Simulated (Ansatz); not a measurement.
Single-point calculation of C3H3ClO2Zn

The run: single-point calculation of C3H3ClO2Zn, SMILES [Cl][Zn-]1[O]C=CC=[O+]1. Method and program: RKS PBE1PBE-d3bj/def2-mTZVP (Ansatz 0.2.0).

The geometry comes from this level: PBE0-D4/def2-TZVP.

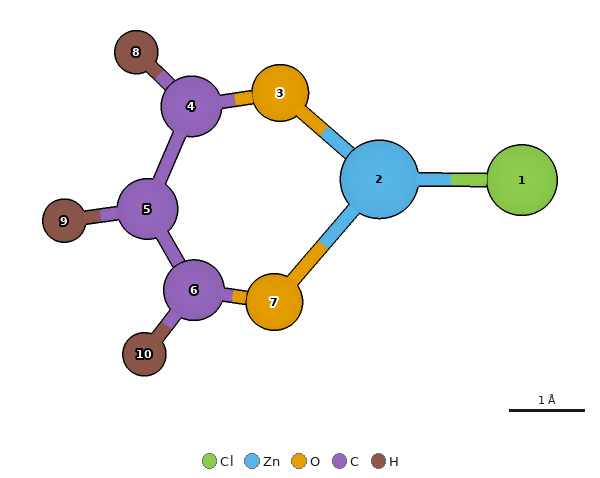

Fig. 1: The structure (ball-and-stick view, seen at a tilt; atoms are numbered from 1 in the order of the input). Sticks mark near contacts. Bond lengths as drawn: Cl–Zn 1.97 Å, C–C 1.36 to 1.51 Å, C–H 1.09 to 1.15 Å, C–O 1.16 to 1.25 Å and O–Zn 1.93 to 2.17 Å.

Input file
```yaml
crystal:
  periodic: [false, false, false]
  atoms:
    - {symbol: Cl, position_ang: [1.832078, -3.196909, 1.603889]}
    - {symbol: Zn, position_ang: [0.963292, -1.685857, 0.685714]}
    - {symbol: O, position_ang: [-0.227819, -1.337141, -0.797662]}
    - {symbol: C, position_ang: [-0.796473, -0.297156, -1.204793]}
    - {symbol: C, position_ang: [-0.598903, 0.982289, -0.424203]}
    - {symbol: C, position_ang: [0.168955, 1.144459, 0.686340]}
    - {symbol: O, position_ang: [0.813945, 0.395428, 1.297917]}
    - {symbol: H, position_ang: [-1.527934, -0.158044, -2.082814]}
    - {symbol: H, position_ang: [-0.999644, 1.966331, -0.846906]}
    - {symbol: H, position_ang: [0.150868, 2.178316, 1.034766]}
basis:
  gaussian: {orbitals: def2-mTZVP}
hamiltonian: {xc: {name: PBE1PBE}, dispersion: d3bj}
```

Run as:
```bash
ansatz run in.yaml --threads 4 --pin off --events-out ev --progress --plain --max-ram 11315MiB
```

What the program printed
```
Error: YAML parse error: error: line 16 column 19: hamiltonian.xc: no functional is named "PBE1PBE"; the names, which are not case-sensitive, are SVWN5, SPW92, PBE, PBE0, PBEsol, revPBE, revPBE0, RPBE, rPW86-PBE, HSE06, wPBEh, LC-wPBE, HISS, HF, BLYP, B3LYP, B3LYP5, BHLYP, CAM-B3LYP, r2SCAN, r2SCANh, r2SCAN0, r2SCAN50, m-r2SCAN, B97, wB97, wB97X, wB97X-V, B97M-V, wB97M-V, B2PLYP, B2GP-PLYP, PBE0-DH, PBE-QIDH
  --> <input>:16:19
   |
14 | basis:
15 |   gaussian: {orbitals: def2-mTZVP}
16 | hamiltonian: {xc: {name: PBE1PBE}, dispersion: d3bj}
   |                   ^ hamiltonian.xc: no functional is named "PBE1PBE"; the names, which are not case-sensitive, are SVWN5, SPW92, PBE, PBE0, PBEsol, revPBE, revPBE0, RPBE, rPW86-PBE, HSE06, wPBEh, LC-wPBE, HISS, HF, BLYP, B3LYP, B3LYP5, BHLYP, CAM-B3LYP, r2SCAN, r2SCANh, r2SCAN0, r2SCAN50, m-r2SCAN, B97, wB97, wB97X, wB97X-V, B97M-V, wB97M-V, B2PLYP, B2GP-PLYP, PBE0-DH, PBE-QIDH
```

Outcome

| quantity | value |
| --- | --- |
| outcome | refused by the program |
| hardware | 4 threads of Arm Neoverse V1, 23 GiB of memory available, shared host |

What went wrong

This input holds a deliberate fault: method. The program refused the input: “YAML parse error: error: line 16 column 19: hamiltonian.xc: no functional is named "PBE1PBE" …”
